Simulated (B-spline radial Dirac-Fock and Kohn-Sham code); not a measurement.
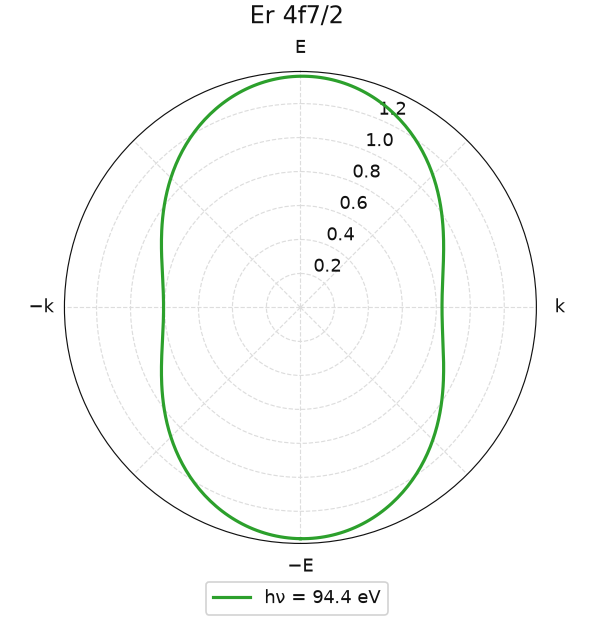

Angular distribution of photoelectrons from N7 (4f7/2) in the plane of the polarisation E (up) and the photon direction k (right), relative to an isotropic one. Species: the erbium atom. Method: a Dirac–Hartree–Slater potential; 1 + βP₂(cos θ) + (δ + γ cos²θ) sin θ cos φ with E1 and E1–E2 terms (computed with a radial B-spline solver). Open shells are averaged over j.

### What are β, γ and δ at 94.4 eV?

β = 0.361, γ = 0.006, δ = 0.014.

### Is the pattern at 94.4 eV symmetric between forward and backward?

Nearly; the non-dipole terms change it by under 5 % at 45° from E.
